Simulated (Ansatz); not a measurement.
Method: PBE (plane waves to 420 eV, PAW; Ansatz, a program for electronic structure).

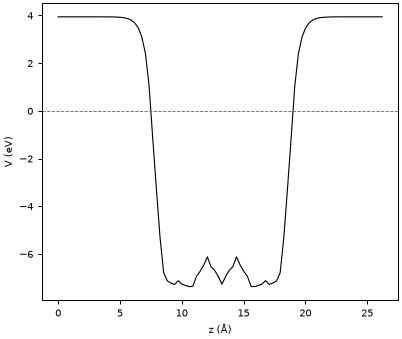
Plane-averaged electrostatic potential energy along the normal, in eV from the Fermi level, for the (30-32) surface of hcp Ti in its 1x1 cell, outermost plane spacing 0.80 Å in the ideal cut

Set-up: 28 atoms, 10.4 Å thick at the start (thin: gaps and levels are the slab's own); mesh 13x3x1; 0.1 eV smearing; dipole correction on; all atoms relaxed; start symmetry kept, larger cells not searched; no spin, no spin-orbit, no U.

The vacuum level lies 3.94 eV above the Fermi level over the top face and 3.94 eV above it under the bottom face.
